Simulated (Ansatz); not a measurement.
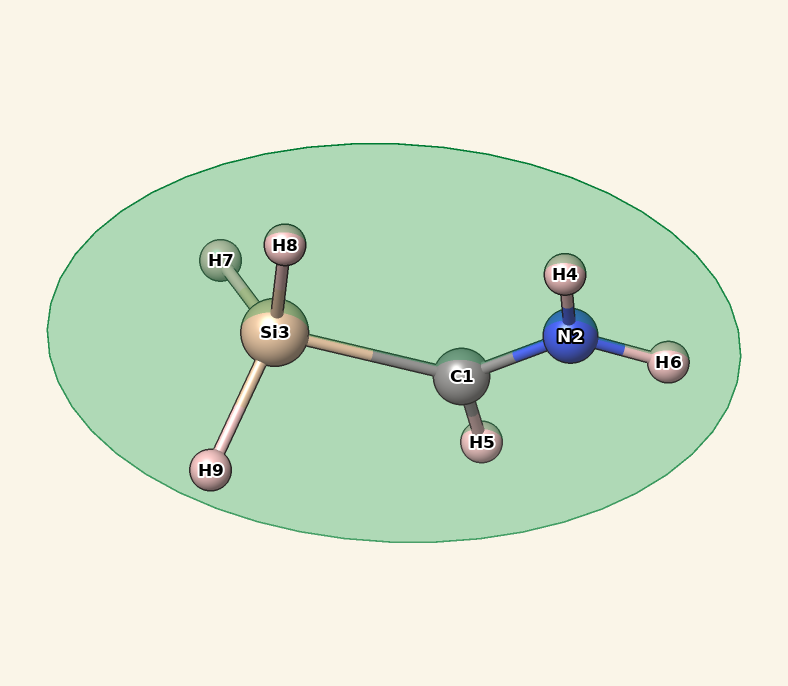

A disc through the centre of mass is drawn in. Atoms fade into the background with distance from the viewer. Charge +1, singlet. The computed structure is the end point of a PBE-D4/def2-SVP optimisation. No frequency run is at hand to confirm it as a minimum.

### Is the plane of the disc a mirror plane of the structure?

Yes. The reflection leaves C1, N2, Si3, H4, H5, H6, H8 in place and moves H7 ↔ H9. The point group is Cs.
